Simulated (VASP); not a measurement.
Energy against volume of GaAs (zinc blende). Calculation: r2SCAN+rVV10, VASP's PBE PAW potentials (set 64) (plane waves; VASP).

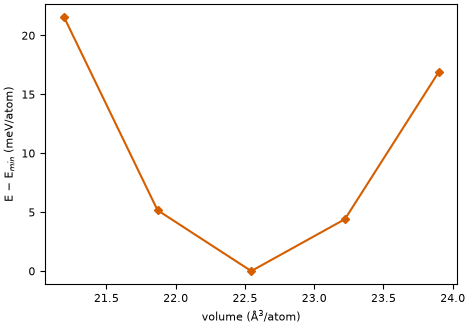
Fig. 1. Energy against volume

### Question
Estimate the equilibrium volume and the bulk modulus.

### Answer
The minimum lies near 22.6 Å³/atom, and the curvature gives B0 of about 75 GPa.

Measured: bulk modulus 76.7 GPa at 0 K (computed value off by -2.1 %), as given by Daniel Mejia-Rodriguez et al., Physical Review B (2018), arXiv:1807.09216 [0 K value with the zero-point phonon effect removed]; a 5.640 Å at 0 K (computed value off by +0.2 %), as given by Daniel Mejia-Rodriguez et al., Physical Review B (2018), arXiv:1807.09216 [static lattice: zero-point anharmonic expansion removed].

The compound is GaAs in the zinc blende structure. It was relaxed first.
